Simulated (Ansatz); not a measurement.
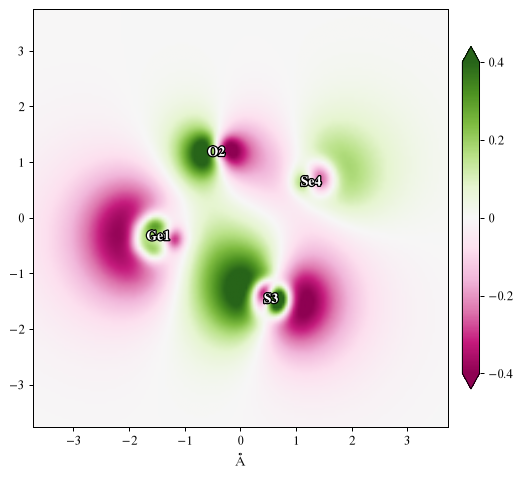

GeOSSe. The HOMO−1 on the molecular plane (values in Å⁻³ᐟ²; the overall sign is arbitrary).

Geometry: PBE0-D3(BJ)/def2-SVP.

Computed with isolated molecule in a Gaussian basis; Kohn-Sham density functional theory, functional PBE0 (Ansatz 0.2.0).

> Where does this orbital lie, and at what energy?

Its weight (Hirshfeld) is mainly on Ge1 (about 50 %), S3 (about 35 %), Se4 (about 10 %) and O2 (about 5 %); it is symmetric in the molecular plane (an in-plane orbital: σ, lone-pair or in-plane π type). Its energy is −7.74 eV.
